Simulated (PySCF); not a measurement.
# C2H9AsGeO: the cost of one run

Programs: PySCF 2.14.0, with routines of our own; each step states its level. All values are computed. Atoms count from 0.

## 1. The system as given

14 atoms, charge 0, multiplicity 1; geometry from: GFN2-xTB.

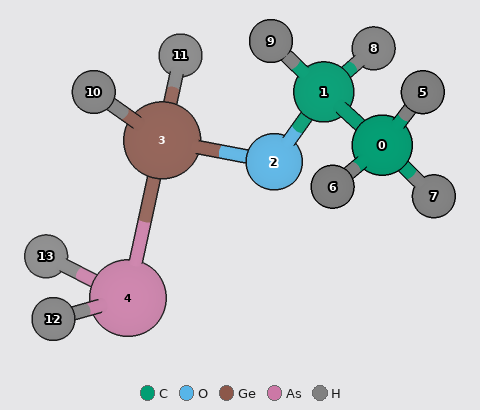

The starting geometry (carbon teal, oxygen blue, germanium brown, arsenic pink, hydrogen grey).

## 2. Geometry optimisation at PBE0-D3(BJ)/def2-SVP

What the job is given:

```
{"job": {"xc": "PBE0", "basis": "def2-SVP", "d3": "d3bj", "grid": 1, "kind": "geom"}, "charge": 0, "multiplicity": 1}
C     -2.286610     0.923473    -0.133067
C     -1.390980    -0.302966    -0.051646
O     -0.135415    -0.004729    -0.621856
Ge     1.396108    -0.765076    -0.165026
As     2.953309     0.450016    -1.473614
H     -3.268599     0.694597     0.272573
H     -1.847713     1.741956     0.432018
H     -2.390316     1.235830    -1.168752
H     -1.846954    -1.137529    -0.598897
H     -1.275106    -0.611048     0.995701
H      1.424435    -0.718212     1.372142
H      1.256511    -2.271713    -0.441544
H      3.360603     1.285458    -0.291806
H      4.050048    -0.520530    -1.123441
```

Command:

```
> OMP_NUM_THREADS=1 python excited_run.py task.json out
```

One launch serves the whole session: the jobs run in the order shown.

**Question.** How long does this first job take on 1 thread of Arm Neoverse V1, shared host, and how much memory does it need?

About 2.1 min, with a peak of 0.65 GiB.
